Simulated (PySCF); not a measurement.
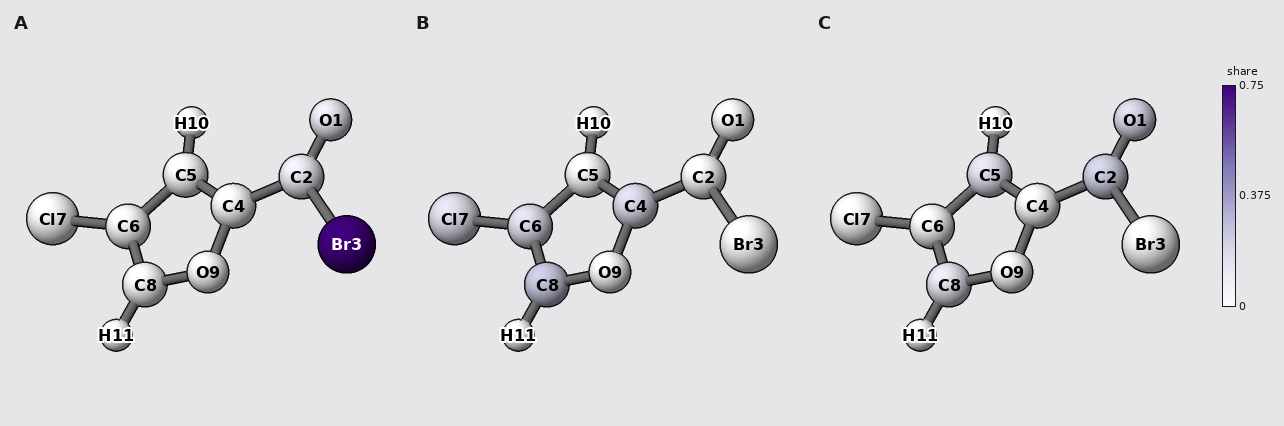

Each panel colours the atoms by their Löwdin share in one orbital (up to four of the largest shares; other atoms are shown as zero). Computed geometry: GFN2-xTB optimisation. No frequency run is at hand to confirm it as a minimum. Method: B3LYP/def2-SVPD (PySCF 2.14.0).

### The panels show the HOMO−2, HOMO, LUMO, in some order. Which is which?

A: HOMO−2, −8.37 eV; Br3 0.75, O1 0.11, C2 0.10
B: HOMO, −7.56 eV; C8 0.24, C4 0.17, C6 0.16, Cl7 0.16
C: LUMO, −2.79 eV; C2 0.22, O1 0.19, C5 0.14, C8 0.12

The geometry is semi-empirical. Around Br such bond lengths and angles can be off by a tenth of an ångström or more and by several degrees, and values that hang on the shape move with them.
